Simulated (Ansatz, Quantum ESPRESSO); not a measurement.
# CsPbCl3 (Pm-3m): zone-centre phonons, part 4 of 4

Aim: the zone-centre modes of CsPbCl3 (Pm-3m).

Quantum ESPRESSO 7.5; DFT LDA, scalar-relativistic, plane waves, JTH PAW pseudopotentials.

So far, highest optical zone-centre mode (no LO-TO term) (cm⁻¹): step 6 (modes with the sum rule) 160; step 8 (without ASR) 160.

## Step 10: Cross-check with Ansatz (continued)

Level of this step: DFT LDA, scalar-relativistic, plane waves, PAW (Ansatz).

Transverse modes; imaginary modes left out. Infrared lines, with heights relative to the strongest:

| position (cm⁻¹) | label | IR intensity ((D/Å)²/amu), degenerate modes summed, relative |
| --- | --- | --- |
| 34 | T1u | 0.0 |
| 159 | T1u | 100 |

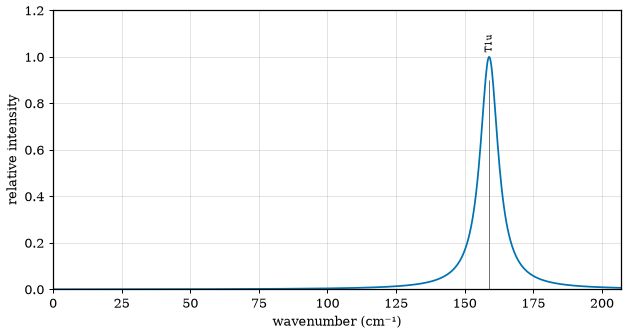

The infrared spectrum, broadened with Lorentzians of width 8 cm⁻¹; bars mark the lines.

The log warns that the force constants on this k mesh are to be taken as unconverged.

## Step 11: Side by side: QE JTH and Ansatz, PAW

Worked out from the results:

```
root-mean-square difference : 0.8 cm⁻¹
largest difference          : 1.24 cm⁻¹
```

The 12 of 12 modes that differ most. Frequencies side by side:

| q (reciprocal lattice) | mode | QE JTH (cm⁻¹) | Ansatz, PAW (cm⁻¹) |
| --- | --- | --- | --- |
| 0 0 0 | 1 | -37.6 | -37.9 |
| 0 0 0 | 2 | -37.6 | -37.9 |
| 0 0 0 | 3 | -37.6 | -37.9 |
| 0 0 0 | 4 | -35.38 | -34.57 |
| 0 0 0 | 5 | -35.38 | -34.57 |
| 0 0 0 | 6 | -35.38 | -34.57 |
| 0 0 0 | 10 | 33.52 | 34.06 |
| 0 0 0 | 11 | 33.52 | 34.06 |
| 0 0 0 | 12 | 33.52 | 34.06 |
| 0 0 0 | 13 | 160.1 | 158.8 |
| 0 0 0 | 14 | 160.1 | 158.8 |
| 0 0 0 | 15 | 160.1 | 158.8 |

The two runs side by side. Further quantities:

```
                                                                               quantity  QE JTH  Ansatz, PAW
                                                                                mean ε∞   5.593        4.386
largest Born charge in size (e; the first before, the second after the charge sum rule)   3.934        4.024
```

At the zone centre the largest difference (acoustic modes at Γ apart) is 0.8 % of the highest mode; ε∞ differs by 28 %.

## Step 12: Outcome

| Property | Result |
| --- | --- |
| space group after relaxation | Pm-3m |
| volume per atom | 33.6 Å³ |
| gap on the k-mesh | 1.52 eV |
| highest optical zone-centre mode (no LO-TO term) | 160.1 cm⁻¹ |
| lowest optical zone-centre mode | -37.6 cm⁻¹ |
| highest mode moved by the LO-TO term (probably not converged in the k mesh) | 254.3 cm⁻¹ |
| mean high-frequency dielectric constant (probably not converged in the k mesh) | 5.59 |
| largest Born charge in size (third of the trace) (probably not converged in the k mesh) | 3.93 e |
| imaginary optical modes at the zone centre (no q mesh in this session) | yes |
| largest difference from Ansatz, PAW | 1.24 cm⁻¹ |

**Reading.** At the LDA level the optical modes of CsPbCl3 (Pm-3m) at the zone centre (no LO-TO term) run from 38i to 160 cm⁻¹, so the structure is a saddle point, with 6 modes beyond 10i cm⁻¹ there. Along the directions run, the highest mode that the macroscopic field moves lies at 254 cm⁻¹. The Born charges miss their sum rule by 0.75 e, a sign that the k mesh or the cutoff is short for the field response. Ansatz's log warns that its Raman tensors are not converged in the k mesh. ε∞, the Born charges and what follows from them are probably not converged in the k mesh. Of the 12 optical modes, 9 are infrared active alone and 3 are silent. QE JTH and Ansatz, PAW differ by 0.8 cm⁻¹ in the root mean square and by 1.2 cm⁻¹ at most, 0.8 % of the highest mode compared (acoustic modes at Γ left out); the two use different potentials, and the cell was not relaxed for the second set. The highest LO mode, which hangs on the field response, is 254 against 247 cm⁻¹. The mean ε∞ is 5.593 against 4.386: the first is summed on the ground state's k mesh, while Ansatz refines the mesh of its field response, and the potentials differ. These are harmonic frequencies at zero temperature: anharmonic shifts and linewidths and thermal expansion are left out. Spin-orbit coupling is left out, which can matter for the heavy elements here. Ansatz's log warns that force constants on this k mesh are to be taken as unconverged, an error that the frequencies of both programs share. Ansatz marks its own field response as not converged.

[Host names and launcher messages were left out of these logs when they were recorded.]

[Logs are printed without paths, hosts, clocks, repeated set-up lines and the standing remarks that a program may print on its own settings, such as how far it seeks lower states.]

[Hosts, paths, dates, database ids (printed as entryN), source tags and the programs' standing remarks are cut or masked in the printed files.]
